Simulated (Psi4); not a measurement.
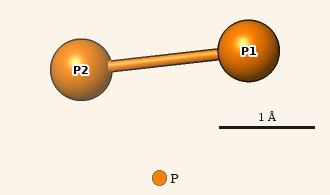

Fig. 1: The structure as given in the input (ball-and-stick view, seen at a tilt; atoms are numbered from 1 in the order of the input). Bond lengths as drawn: P–P 1.89 Å.

# P$_{2}$: geometry relaxation (part 1 of 2)

- system: P$_{2}$ (diphosphorus)
- method: HF/def2-SVP, RHF (Psi4 1.11)

### Output
```
Psi4 1.11 release

gradient() will perform analytic gradient computation.

   => Loading Basis Set <=

    Name: DEF2-SVP
    Role: ORBITAL
    Keyword: BASIS

         ---------------------------------------------------------
                                   SCF
                              RHF Reference
                        1 Threads,   1525 MiB Core
         ---------------------------------------------------------

  ==> Geometry <==

    Molecular point group: c1
    Full point group: D_inf_h

    Geometry (in Angstrom), charge = 0, multiplicity = 1:

       Center              X                  Y                   Z               Mass
    ------------   -----------------  -----------------  -----------------  -----------------
         P            0.000000000000     0.000000000000    -0.946700000000    30.973761998420
         P            0.000000000000     0.000000000000     0.946700000000    30.973761998420

  Running in c1 symmetry.

  Rotational constants: A = ************  B =      0.30363  C =      0.30363 [cm^-1]
  Rotational constants: A = ************  B =   9102.66359  C =   9102.66359 [MHz]
  Nuclear repulsion =   62.884162036944126

  Charge       = 0
  Multiplicity = 1
  Electrons    = 30
  Nalpha       = 15
  Nbeta        = 15

  ==> Algorithm <==

  SCF Algorithm Type is DF.
  DIIS enabled.
  MOM disabled.
  Fractional occupation disabled.
  Guess Type is SAD.
  Energy threshold   = 1.00e-08
  Density threshold  = 1.00e-08
  Integral threshold = 1.00e-12

  ==> Primary Basis <==

  Basis Set: DEF2-SVP
    Blend: DEF2-SVP
    Number of shells: 16
    Number of basis functions: 36
    Number of Cartesian functions: 38
    Spherical Harmonics?: true
    Max angular momentum: 2

   => Loading Basis Set <=

    Name: (DEF2-SVP AUX)
    Role: JKFIT
    Keyword: DF_BASIS_SCF

  ==> Integral Setup <==

  DFHelper Memory: AOs need 0.003 GiB; user supplied 1.118 GiB.
  SCF_SUBTYPE=INCORE selected. In-core MEM_DF algorithm will be used.
  Using in-core AOs.

  ==> MemDFJK: Density-Fitted J/K Matrices <==

    J tasked:                   Yes
    K tasked:                   Yes
    wK tasked:                   No
    Memory [MiB]:              1144
    Algorithm:                 Core
    Schwarz Cutoff:           1E-12
    Mask sparsity (%):       0.1543
    Fitting Condition:        1E-10

   => Auxiliary Basis Set <=

  Basis Set: (DEF2-SVP AUX)
    Blend: DEF2-UNIVERSAL-JKFIT
    Number of shells: 76
    Number of basis functions: 256
    Number of Cartesian functions: 310
    Spherical Harmonics?: true
    Max angular momentum: 4

  Minimum eigenvalue in the overlap matrix is 1.5597343236E-02.
  Reciprocal condition number of the overlap matrix is 4.7109014542E-03.
    Using symmetric orthogonalization.

  ==> Pre-Iterations <==

  SCF Guess: Superposition of Atomic Densities via on-the-fly atomic UHF (no occupation information).

   -------------------------
    Irrep   Nso     Nmo
   -------------------------
     A         36      36
   -------------------------
    Total      36      36
   -------------------------

  ==> Iterations <==

                           Total Energy        Delta E     RMS |[F,P]|

   @DF-RHF iter SAD:  -680.65227594153214   -6.80652e+02   0.00000e+00
   @DF-RHF iter   1:  -681.24145125322082   -5.89175e-01   2.00181e-03 ADIIS/DIIS
   @DF-RHF iter   2:  -681.24502696012030   -3.57571e-03   3.99195e-04 ADIIS/DIIS
   @DF-RHF iter   3:  -681.24523743059740   -2.10470e-04   9.79653e-05 DIIS
   @DF-RHF iter   4:  -681.24525095280421   -1.35222e-05   1.62741e-05 DIIS
   @DF-RHF iter   5:  -681.24525122208627   -2.69282e-07   2.57114e-06 DIIS
   @DF-RHF iter   6:  -681.24525123273997   -1.06537e-08   3.07566e-07 DIIS
   @DF-RHF iter   7:  -681.24525123287412   -1.34150e-10   1.35788e-08 DIIS
   @DF-RHF iter   8:  -681.24525123287412    0.00000e+00   2.12561e-09 DIIS
  Energy and wave function converged.

  ==> Post-Iterations <==

    Orbital Energies [Eh]
    ---------------------

    Doubly Occupied:

       1A    -79.940297     2A    -79.940131     3A     -7.512621
       4A     -7.511939     5A     -5.409633     6A     -5.408213
       7A     -5.408213     8A     -5.407965     9A     -5.407965
      10A     -5.407345    11A     -0.901128    12A     -0.600627
      13A     -0.404689    14A     -0.369677    15A     -0.369677

    Virtual:

      16A      0.032075    17A      0.032075    18A      0.253681
      19A      0.336150    20A      0.460006    21A      0.554003
      22A      0.591685    23A      0.591685    24A      0.710189
      25A      0.710189    26A      0.768908    27A      0.768908
      28A      0.802780    29A      0.802780    30A      0.853941
      31A      0.853941    32A      0.895324    33A      1.069951
      34A      1.116747    35A      1.116747    36A      1.511119

    Final Occupation by Irrep:
              A
    DOCC [    15 ]
    NA   [    15 ]
    NB   [    15 ]

  @DF-RHF Final Energy:  -681.24525123287412

   => Energetics <=

    Nuclear Repulsion Energy =             62.8841620369441259
    One-Electron Energy =               -1068.2585851205144536
    Two-Electron Energy =                 324.1291718506963093
    Total Energy =                       -681.2452512328741250

Computation Completed

Properties will be evaluated at   0.000000,   0.000000,   0.000000 [a0]

Properties computed using the SCF density matrix

 Multipole Moments:

 ------------------------------------------------------------------------------------
     Multipole            Electronic (a.u.)      Nuclear  (a.u.)        Total (a.u.)
 ------------------------------------------------------------------------------------

 L = 1.  Multiply by 2.5417464519 to convert [e a0] to [Debye]
 Dipole X            :          0.0000000            0.0000000            0.0000000
 Dipole Y            :         -0.0000000            0.0000000           -0.0000000
 Dipole Z            :         -0.0000000            0.0000000           -0.0000000
 Magnitude           :                                                    0.0000000

 ------------------------------------------------------------------------------------

	total time  =          1 seconds =       0.02 minutes

         ------------------------------------------------------------
                                   SCF GRAD
         ------------------------------------------------------------

  ==> Geometry <==

    Molecular point group: c1
    Full point group: D_inf_h

    Geometry (in Angstrom), charge = 0, multiplicity = 1:

       Center              X                  Y                   Z               Mass
    ------------   -----------------  -----------------  -----------------  -----------------
         P            0.000000000000     0.000000000000    -0.946700000000    30.973761998420
         P            0.000000000000     0.000000000000     0.946700000000    30.973761998420

  Nuclear repulsion =   62.884162036944126

  ==> Basis Set <==

  Basis Set: DEF2-SVP
    Blend: DEF2-SVP
    Number of shells: 16
    Number of basis functions: 36
    Number of Cartesian functions: 38
    Spherical Harmonics?: true
    Max angular momentum: 2

  ==> DFJKGrad: Density-Fitted SCF Gradients <==

    Gradient:                    1
    J tasked:                  Yes
    K tasked:                  Yes
    wK tasked:                  No
    Integrals threads:           1
    Memory [MiB]:             1144
    Schwarz Cutoff:          1E-12
    Fitting Condition:       1E-10

   => Auxiliary Basis Set <=

  Basis Set: (DEF2-SVP AUX)
    Blend: DEF2-UNIVERSAL-JKFIT
    Number of shells: 76
    Number of basis functions: 256
    Number of Cartesian functions: 310
    Spherical Harmonics?: true
    Max angular momentum: 4

  -Total Gradient:
     Atom            X                  Y                   Z
    ------   -----------------  -----------------  -----------------
       1       -0.000000000000    -0.000000000000    -0.032074247756
       2        0.000000000000     0.000000000000     0.032074247756

	total time  =          0 seconds =       0.00 minutes

    			-----------------------------------------

    			 OPTKING 3.0: for geometry optimizations

    			        with contributions from

    			-----------------------------------------

	                            ===> Fragment 1 <==

	 Z (Atomic Numbers)          Masses                          Geom
	      15.000000            30.973762          0.00000000  0.00000000 -1.78900372
	      15.000000            30.973762          0.00000000  0.00000000  1.78900372

	 - Coordinate -           - BOHR/RAD -       - ANG/DEG -
	 R(1,2)           =         3.578007           1.893400

	        --- Internal Coordinate Step in ANG or DEG, aJ/ANG or AJ/DEG ---
	-------------------------------------------------------------------------------
	           Coordinate      Previous         Force          Change          New
	           ----------      --------        ------          ------        ------
	               R(1,2)       1.89340       -0.26425       -0.03357       1.85983
	-------------------------------------------------------------------------------

	                                 ==> Convergence Check <==

	Measures of convergence in internal coordinates in au.

	Criteria marked as inactive (o), active & met (*), and active & unmet ( ).

	----------------------------------------------------------------------------------------------~
	   Step    Total Energy     Delta E     Max Force     RMS Force      Max Disp      RMS Disp   ~
	----------------------------------------------------------------------------------------------~
	  Convergence Criteria     1.00e-06 *    3.00e-04 *             o    1.20e-03 *             o~
	----------------------------------------------------------------------------------------------~
	     1    -681.24525123   -6.81e+02      3.21e-02      3.21e-02 o    6.34e-02      6.34e-02 o  ~
	----------------------------------------------------------------------------------------------

Next Geometry in Ang
	Fragment 1 (Ang)

	    P   0.0000000000   0.0000000000  -0.9299171796
	    P   0.0000000000   0.0000000000   0.9299171796

    Structure for next step:
    Molecular point group: c1
    Full point group: D_inf_h

    Geometry (in Angstrom), charge = 0, multiplicity = 1:

    P            0.000000000000     0.000000000000    -0.929917179577
    P            0.000000000000     0.000000000000     0.929917179577

gradient() will perform analytic gradient computation.

  ==> Geometry <==

    Molecular point group: c1
    Full point group: D_inf_h

    Geometry (in Angstrom), charge = 0, multiplicity = 1:

       Center              X                  Y                   Z               Mass
    ------------   -----------------  -----------------  -----------------  -----------------
         P            0.000000000000     0.000000000000    -0.929917179577    30.973761998420
         P            0.000000000000     0.000000000000     0.929917179577    30.973761998420

  Running in c1 symmetry.

  Rotational constants: A = ************  B =      0.31469  C =      0.31469 [cm^-1]
  Rotational constants: A = ************  B =   9434.19187  C =   9434.19187 [MHz]
  Nuclear repulsion =   64.019073426976348

  Charge       = 0
  Multiplicity = 1
  Electrons    = 30
  Nalpha       = 15
  Nbeta        = 15

  ==> Algorithm <==

  SCF Algorithm Type is DF.
  DIIS enabled.
  MOM disabled.
  Fractional occupation disabled.
  Guess Type is READ.
  Energy threshold   = 1.00e-08
  Density threshold  = 1.00e-08
  Integral threshold = 1.00e-12

   => Loading Basis Set <=

    Name: DEF2-SVP
    Role: ORBITAL
    Keyword: BASIS

  Reading orbitals from file scr/p2.default.9503.180.npy, no projection.

   => Auxiliary Basis Set <=

  Basis Set: (DEF2-SVP AUX)
    Blend: DEF2-UNIVERSAL-JKFIT
    Number of shells: 76
    Number of basis functions: 256
    Number of Cartesian functions: 310
    Spherical Harmonics?: true
    Max angular momentum: 4

  Minimum eigenvalue in the overlap matrix is 1.4484747742E-02.
  Reciprocal condition number of the overlap matrix is 4.3358418456E-03.
    Using symmetric orthogonalization.

  ==> Pre-Iterations <==

  SCF Guess: Orbitals guess was supplied from a previous computation.

   -------------------------------------------------------
    Irrep   Nso     Nmo     Nalpha   Nbeta   Ndocc  Nsocc
   -------------------------------------------------------
     A         36      36      15      15      15       0
   -------------------------------------------------------
    Total      36      36      15      15      15       0
   -------------------------------------------------------

  ==> Iterations <==

                           Total Energy        Delta E     RMS |[F,P]|

   @DF-RHF iter   0:  -681.27003285401361   -6.81270e+02   2.52873e-03
   @DF-RHF iter   1:  -681.24632078823367    2.37121e-02   2.43054e-04 ADIIS/DIIS
   @DF-RHF iter   2:  -681.24638008289924   -5.92947e-05   7.23648e-05 DIIS
   @DF-RHF iter   3:  -681.24638432557140   -4.24267e-06   8.82156e-06 DIIS
   @DF-RHF iter   4:  -681.24638445774929   -1.32178e-07   1.53217e-06 DIIS
   @DF-RHF iter   5:  -681.24638446208121   -4.33192e-09   1.29521e-07 DIIS
   @DF-RHF iter   6:  -681.24638446211588   -3.46745e-11   2.62746e-08 DIIS
   @DF-RHF iter   7:  -681.24638446211702   -1.13687e-12   2.47776e-09 DIIS
  Energy and wave function converged.

  ==> Post-Iterations <==

    Final Occupation by Irrep:
              A
    DOCC [    15 ]
    NA   [    15 ]
    NB   [    15 ]
```
